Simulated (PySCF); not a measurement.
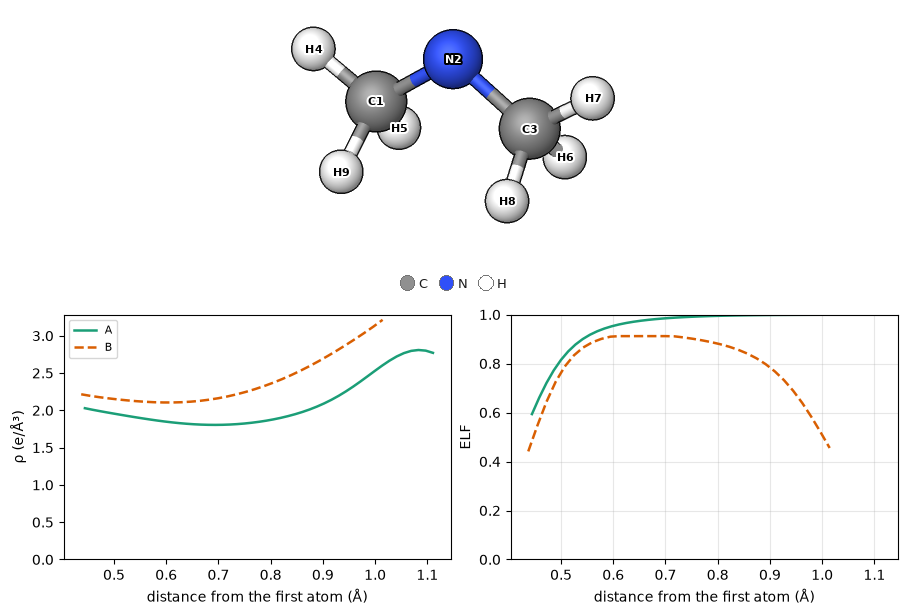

C₂H₆N (SMILES C[N-]C) (charge −1). Electron density and ELF along straight lines between neighbouring atoms. The curves leave out the atomic cores. The structure is drawn too.

Geometry: PBE0-D3(BJ)/ma-def2-SVP.

Computed with DFT single point, gas phase, functional wB97X in PySCF 2.14.0, density-fitted response routines.

Input file:

```
{"job": {"kind": "sp", "xc": "wB97X", "basis": "ma-def2-TZVP", "d3": "d3bj", "grid": 2}, "charge": -1, "multiplicity": 1}
C      1.190491    -0.036709     0.584374
N      0.342685     0.812644    -0.135003
C     -0.898663     0.192944    -0.315358
H      2.192027     0.413271     0.752516
H      0.812376    -0.334716     1.623097
H     -1.446226    -0.087900     0.649939
H     -1.608566     0.831672    -0.882654
H     -0.867065    -0.803035    -0.878213
H      1.390078    -1.051878     0.095332
```

Command:

```sh
OMP_NUM_THREADS=1 python redox_run.py task.json out
```

**Which curve belongs to which contact (C–H and C–N)? The first atom named is at distance zero.**

Curve A: C–H (1.11 Å): ρ is about 1.9 e/Å³ halfway; the ELF climbs to about 1 towards the hydrogen, as it does in any bond to H: a covalent bond by its length. Curve B: C–N (1.40 Å): ρ is about 2.2 e/Å³ halfway; the ELF peaks at about 0.90 between the atoms: localised, covalent bonding.
